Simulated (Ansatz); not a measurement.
# Cl− with Si2H6: superposition error and deformation, part 2 of 2

Ansatz 0.2.0, Gaussian basis.

**11. B3LYP-D4/def2-TZVPPD**

free-b/in.yaml

```yaml
crystal:
  periodic: [false, false, false]
  atoms:
    - {symbol: Si, position_ang: [0.530586, 1.023940, -0.362506]}
    - {symbol: Si, position_ang: [-0.333406, -0.758320, 0.880620]}
    - {symbol: H, position_ang: [0.500404, 2.275402, 0.441185]}
    - {symbol: H, position_ang: [1.937890, 0.744285, -0.755050]}
    - {symbol: H, position_ang: [-0.275330, 1.230733, -1.595649]}
    - {symbol: H, position_ang: [-1.740862, -0.478789, 1.272865]}
    - {symbol: H, position_ang: [0.472295, -0.964833, 2.113987]}
    - {symbol: H, position_ang: [-0.302904, -2.009846, 0.077151]}
basis:
  gaussian: {orbitals: "def2-TZVPPD.json"}
hamiltonian: {xc: {name: B3LYP}, dispersion: d4}
```

On the command line:

```sh
$ ansatz run in.yaml --threads 4 --pin off --events-out ev --progress --plain --max-ram 9574MiB
```

Log:

```text
Functional definition: B3LYP
  name "B3LYP"
  cite "Stephens, Devlin, Chabalowski & Frisch, J. Phys. Chem. 98, 11623 (1994) doi:10.1021/j100096a001"
  cite "Becke, Phys. Rev. A 38, 3098 (1988) doi:10.1103/PhysRevA.38.3098"
  cite "Lee, Yang & Parr, Phys. Rev. B 37, 785 (1988) doi:10.1103/PhysRevB.37.785"
  cite "Vosko, Wilk & Nusair, Can. J. Phys. 58, 1200 (1980) doi:10.1139/p80-159"
  parameter a0 = 0.2
  parameter ax = 0.72
  parameter ac = 0.81
  exchange = (1 - a0 - ax)*slater_x + ax*b88_x + a0*exact_x
  correlation = (1 - ac)*vwn_rpa_c + ac*lyp_c
984 factors; their error is unknown
mean field evaluation 1: about -15853.8496 eV, gradient 1.4e1 eV
mean field evaluation 2: about -15854.4139 eV, gradient 6.3e0 eV
mean field evaluation 4: about -15854.5358 eV, gradient 3.0e-1 eV
mean field evaluation 8: about -15854.5514 eV, gradient 3.2e-3 eV
mean field -15854.55137231 eV, -582.6440163316 hartree, gradient 3.3e-5 eV, S^2 0.000000; 0 other end points of the search recorded, 0 dependent functions left out
reference -15854.55164464 eV, -582.6440263394 hartree; 17, 17 occupied and 181, 181 virtual orbitals, 984 factors
Total energy: -15854.76251271 eV, -582.6517755980 hartree
```

It took 1.1 s on 4 threads of Intel Xeon Platinum 8488C, shared host.

**12. wB97X-V/def2-TZVPPD**

Edit free-b/in.yaml of step 11 so:

```diff
@@ -13,2 +13,2 @@
   gaussian: {orbitals: "def2-TZVPPD.json"}
-hamiltonian: {xc: {name: B3LYP}, dispersion: d4}
+hamiltonian: {xc: {name: wB97X-V}}
```

On the command line:

```sh
$ ansatz run in.yaml --threads 4 --pin off --events-out ev --progress --plain --max-ram 9574MiB
```

Log, shortened:

```text
[... 5 set-up lines as earlier in the session ...]
[...]
      + integral(e_c_pw_opposite_spin*poly(b97_u_opposite, cos0, cos1)) + vv10(b, c)
984 factors; their error is unknown
296 factors; integrals over basis functions are off by at most 1.8e-5 eV
[...]
mean field -15850.64586990 eV, -582.5004917651 hartree, gradient 5.8e-5 eV, S^2 0.000000; 0 other end points of the search recorded, 0 dependent functions left out
reference -15850.64586759 eV, -582.5004916802 hartree; 17, 17 occupied and 181, 181 virtual orbitals, 984 factors
Total energy: -15850.64586759 eV, -582.5004916802 hartree
```

It took 2.5 s on 4 threads of Intel Xeon Platinum 8488C, shared host; peak memory 0.53 GiB.

**13. wB97M-V/def2-TZVPPD**

Edit free-b/in.yaml of step 12 so:

```diff
@@ -13,2 +13,2 @@
   gaussian: {orbitals: "def2-TZVPPD.json"}
-hamiltonian: {xc: {name: wB97X-V}}
+hamiltonian: {xc: {name: wB97M-V}}
```

On the command line:

```sh
$ ansatz run in.yaml --threads 4 --pin off --events-out ev --progress --plain --max-ram 9574MiB
```

Log, shortened:

```text
[... 5 set-up lines as earlier in the session ...]
  # Of w^i u^j: cxij and so on, Table III.
[...]
  gx(w, u) = 1 - cx + cx01*u + cx10*w
  gss(w, u) = css00 + css04*u^4 + css10*w + css20*w^2 + css43*w^4*u^3
  gos(w, u) = cos00 + cos10*w + (cos20 + cos21*u)*w^2 + (cos60 + cos61*u)*w^6
[...]
      + integral(e_c_pw_mod_opposite_spin*gos(b97_w_opposite, b97_u_opposite)) + vv10(b, c)
974 factors; their error is unknown
296 factors; integrals over basis functions are off by at most 1.8e-5 eV
[...]
mean field -15851.24657096 eV, -582.5225671221 hartree, gradient 1.8e-5 eV, S^2 0.000000; 0 other end points of the search recorded, 0 dependent functions left out
reference -15851.24662886 eV, -582.5225692498 hartree; 17, 17 occupied and 181, 181 virtual orbitals, 974 factors
Total energy: -15851.24662886 eV, -582.5225692498 hartree
```

Run time: 2.6 s. Hardware: 4 threads of Intel Xeon Platinum 8488C, shared host; peak memory 0.54 GiB.

**14. B2PLYP/def2-TZVPPD**

Edit free-b/in.yaml of step 13 so:

```diff
@@ -13,2 +13,2 @@
   gaussian: {orbitals: "def2-TZVPPD.json"}
-hamiltonian: {xc: {name: wB97M-V}}
+hamiltonian: {xc: {name: B2PLYP}}
```

On the command line:

```sh
$ ansatz run in.yaml --threads 4 --pin off --events-out ev --progress --plain --max-ram 9574MiB
```

Log, shortened:

```text
[... 5 set-up lines as earlier in the session ...]
[...]
1086 factors; integrals over basis functions are off by at most 6.1e-4 eV
[...]
mean field -15843.86715844 eV, -582.2513787140 hartree, gradient 1.6e-6 eV, S^2 0.000000; 0 other end points of the search recorded, 0 dependent functions left out
10 core orbitals not correlated: weight in the atoms' cores, before any rotation towards them, 1.000 or more for the frozen orbitals, at most 0.000 for the correlated occupied ones
reference -15843.86733134 eV, -582.2513850676 hartree; 7, 7 occupied and 181, 181 virtual orbitals, 1086 factors
second order -8.94814684 eV of doubles, -0.00000000 eV of singles
Total energy: -15846.28333098 eV, -582.3401714170 hartree
```

Wall time 1.7 s (4 threads of Intel Xeon Platinum 8488C, shared host).

**15. BLYP-D4/def2-TZVPPD**

Edit free-b/in.yaml of step 14 so:

```diff
@@ -13,2 +13,2 @@
   gaussian: {orbitals: "def2-TZVPPD.json"}
-hamiltonian: {xc: {name: B2PLYP}}
+hamiltonian: {xc: {name: BLYP}, dispersion: d4}
```

On the command line:

```sh
$ ansatz run in.yaml --threads 4 --pin off --events-out ev --progress --plain --max-ram 9574MiB
```

Log, shortened:

```text
Functional definition: BLYP
  name "BLYP"
[... 2 set-up lines as earlier in the session ...]
  parameter beta = 0.0042
  parameter a = 0.04918
  parameter b = 0.132
  parameter c = 0.2533
  parameter d = 0.349
  exchange = b88_x(beta = beta)
  correlation = lyp_c(a = a, b = b, c = c, d = d)
964 factors; their error is unknown
mean field evaluation 1: about -15850.9948 eV, gradient 2.0e1 eV
mean field evaluation 2: about -15852.1240 eV, gradient 1.1e1 eV
mean field evaluation 4: about -15852.6007 eV, gradient 5.6e-1 eV
mean field evaluation 8: about -15852.5693 eV, gradient 3.9e-1 eV
mean field -15852.56949571 eV, -582.5711837098 hartree, gradient 5.3e-5 eV, S^2 0.000000; 0 other end points of the search recorded, 0 dependent functions left out
reference -15852.56986549 eV, -582.5711972991 hartree; 17, 17 occupied and 181, 181 virtual orbitals, 964 factors
Total energy: -15852.85391095 eV, -582.5816357771 hartree
```

Run time: 0.9 s. Hardware: 4 threads of Intel Xeon Platinum 8488C, shared host.

**16. revPBE-D4/def2-TZVPPD**

Edit free-b/in.yaml of step 15 so:

```diff
@@ -13,2 +13,2 @@
   gaussian: {orbitals: "def2-TZVPPD.json"}
-hamiltonian: {xc: {name: BLYP}, dispersion: d4}
+hamiltonian: {xc: {name: revPBE}, dispersion: d4}
```

On the command line:

```sh
$ ansatz run in.yaml --threads 4 --pin off --events-out ev --progress --plain --max-ram 9574MiB
```

Log, shortened:

```text
Functional definition: revPBE
  name "revPBE"
  cite "Zhang & Yang, Phys. Rev. Lett. 80, 890 (1998) doi:10.1103/PhysRevLett.80.890"
[... 1 set-up line as earlier in the session ...]
  parameter kappa = 1.245
[... 3 set-up lines as earlier in the session ...]
964 factors; their error is unknown
mean field evaluation 1: about -15848.6067 eV, gradient 1.7e1 eV
mean field evaluation 2: about -15849.5528 eV, gradient 8.9e0 eV
mean field evaluation 4: about -15849.8552 eV, gradient 4.9e-1 eV
mean field evaluation 8: about -15849.8249 eV, gradient 3.7e-1 eV
mean field -15849.82507688 eV, -582.4703281780 hartree, gradient 4.4e-5 eV, S^2 0.000000; 0 other end points of the search recorded, 0 dependent functions left out
reference -15849.82513615 eV, -582.4703303561 hartree; 17, 17 occupied and 181, 181 virtual orbitals, 964 factors
Total energy: -15850.20061657 eV, -582.4841290071 hartree
```

It took 0.8 s on 4 threads of Intel Xeon Platinum 8488C, shared host.

**17. B97M-V/def2-TZVPPD**

Edit free-b/in.yaml of step 16 so:

```diff
@@ -13,2 +13,2 @@
   gaussian: {orbitals: "def2-TZVPPD.json"}
-hamiltonian: {xc: {name: revPBE}, dispersion: d4}
+hamiltonian: {xc: {name: B97M-V}}
```

On the command line:

```sh
$ ansatz run in.yaml --threads 4 --pin off --events-out ev --progress --plain --max-ram 9574MiB
```

Log, shortened:

```text
[... 5 set-up lines as earlier in the session ...]
  # Of w^i u^j: cxij and so on, Table III.
[...]
  gx(w, u) = cx00 + cx01*u + cx02*u^2 + (cx10 + cx11*u)*w
  gss(w, u) = css00 + css02*u^2 + css10*w + (css32*w^3 + css42*w^4)*u^2
  gos(w, u) = cos00 + cos01*u + cos03*u^3 + cos10*w + cos32*w^3*u^2
[...]
      + integral(e_c_pw_mod_opposite_spin*gos(b97_w_opposite, b97_u_opposite)) + vv10(b, c)
964 factors; their error is unknown
[...]
mean field -15849.09970431 eV, -582.4436712278 hartree, gradient 2.5e-5 eV, S^2 0.000000; 0 other end points of the search recorded, 0 dependent functions left out
reference -15849.09977328 eV, -582.4436737625 hartree; 17, 17 occupied and 181, 181 virtual orbitals, 964 factors
Total energy: -15849.09977328 eV, -582.4436737625 hartree
```

Wall time 2.5 s (4 threads of Intel Xeon Platinum 8488C, shared host).

**18. HSE06-D4/def2-TZVPPD**

Edit free-b/in.yaml of step 17 so:

```diff
@@ -13,2 +13,2 @@
   gaussian: {orbitals: "def2-TZVPPD.json"}
-hamiltonian: {xc: {name: B97M-V}}
+hamiltonian: {xc: hse06, dispersion: d4}
```

On the command line:

```sh
$ ansatz run in.yaml --threads 4 --pin off --events-out ev --progress --plain --max-ram 9574MiB
```

Log, shortened:

```text
Functional definition: HSE06
  name "HSE06"
  cite "Heyd, Scuseria & Ernzerhof, J. Chem. Phys. 118, 8207 (2003) doi:10.1063/1.1564060"
  cite "Krukau, Vydrov, Izmaylov & Scuseria, J. Chem. Phys. 125, 224106 (2006) doi:10.1063/1.2404663"
  cite "Heyd & Scuseria, J. Chem. Phys. 120, 7274 (2004) doi:10.1063/1.1668634"
  cite "Ernzerhof & Perdew, J. Chem. Phys. 109, 3313 (1998) doi:10.1063/1.476928"
[... 2 set-up lines as earlier in the session ...]
[...]
  # The whole range is PBE's own exchange, as in plane waves. The composition of these papers is wPBEh.
[...]
998 factors; their error is unknown
109 factors; integrals over basis functions are off by at most 3.4e-6 eV
[...]
mean field -15845.87473884 eV, -582.3251559327 hartree, gradient 4.0e-5 eV, S^2 0.000000; 0 other end points of the search recorded, 0 dependent functions left out
reference -15845.87478408 eV, -582.3251575952 hartree; 17, 17 occupied and 181, 181 virtual orbitals, 998 factors
Total energy: -15845.97725529 eV, -582.3289233428 hartree
```

Wall time 1.1 s (4 threads of Intel Xeon Platinum 8488C, shared host).

**19. CCSD(T)/def2-TZVPPD**

Edit free-b/in.yaml of step 18 so:

```diff
@@ -13,2 +13,2 @@
   gaussian: {orbitals: "def2-TZVPPD.json"}
-hamiltonian: {xc: hse06, dispersion: d4}
+correlation: {method: ccsd_t}
```

On the command line:

```sh
$ ansatz run in.yaml --threads 4 --pin off --events-out ev --progress --plain --max-ram 9574MiB
```

Log, shortened:

```text
[... 4 set-up lines as earlier in the session ...]
[...]
1086 factors; integrals over basis functions are off by at most 6.1e-4 eV
[...]
mean field -15819.76734908 eV, -581.3657270553 hartree, gradient 8.4e-6 eV, S^2 0.000000; 0 other end points of the search recorded, 0 dependent functions left out
10 core orbitals not correlated: weight in the atoms' cores, before any rotation towards them, 1.000 or more for the frozen orbitals, at most 0.000 for the correlated occupied ones
reference -15819.76734908 eV, -581.3657270553 hartree; 7, 7 occupied and 181, 181 virtual orbitals, 1086 factors
second order -7.24430784 eV of doubles, -0.00000000 eV of singles
cycle   1  -8.23844741 eV  change   -9.9e-1 eV  update   7.5e-2
[...]
cycle   8  -8.61283379 eV  change   -1.1e-5 eV  update   1.3e-5
perturbative correction -0.25927309 eV, -0.0095281104 hartree
Total energy: -15828.63945597 eV, -581.6917709697 hartree
```

Wall time 8 s (4 threads of Intel Xeon Platinum 8488C, shared host); peak memory 2.1 GiB.

**20. The split**

| method | interaction with counterpoise (kcal/mol) | without | superposition error | deformation | binding energy |
| --- | --- | --- | --- | --- | --- |
| PBE-D4 | -20.96 | -21.12 | 0.17 | 3.34 | -17.61 |
| revPBE-D4 | -21.65 | -21.80 | 0.15 | 3.38 | -18.27 |
| BLYP-D4 | -18.79 | -19.00 | 0.21 | 3.61 | -15.18 |
| r2SCAN-D4 | -20.00 | -20.11 | 0.11 | 3.77 | -16.22 |
| B97M-V | -19.78 | -19.97 | 0.20 | 3.76 | -16.02 |
| PBE0-D4 | -20.70 | -20.84 | 0.14 | 3.74 | -16.96 |
| B3LYP-D4 | -18.83 | -19.01 | 0.18 | 3.92 | -14.91 |
| HSE06-D4 | -20.65 | -20.80 | 0.15 | 3.74 | -16.92 |
| wB97X-V | -18.65 | -18.84 | 0.20 | 3.97 | -14.67 |
| wB97M-V | -19.96 | -20.10 | 0.14 | 4.01 | -15.95 |
| B2PLYP | -16.00 | -16.60 | 0.60 | 4.11 | -11.88 |
| Hartree-Fock | -10.70 | -10.81 | 0.11 | 4.66 | -6.05 |
| MP2 | -18.34 | -19.88 | 1.55 | 4.36 | -13.98 |
| CCSD | -16.17 | -17.60 | 1.43 | 4.13 | -12.03 |
| CCSD(T) | -17.27 | -18.93 | 1.66 | 4.06 | -13.21 |

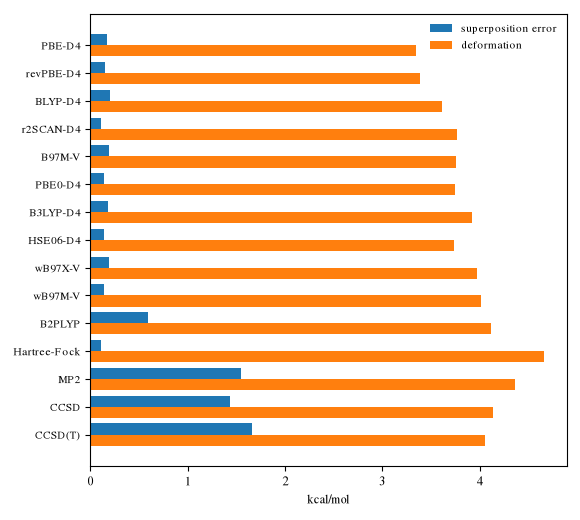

Superposition error and deformation energy by method.

**21. Outcome**

This closing draws on all 2 parts.

```
            quantity            value
interaction, CCSD(T)  -17.27 kcal/mol
 superposition error    1.66 kcal/mol
         deformation    4.06 kcal/mol
      binding energy  -13.21 kcal/mol
```

What this shows: In this basis the superposition error is 1.66 kcal/mol for CCSD(T) and 0.17 kcal/mol on average for the plain functionals: correlated methods borrow far more, since they need many more functions to converge. Deformation takes back 23 % of the interaction.
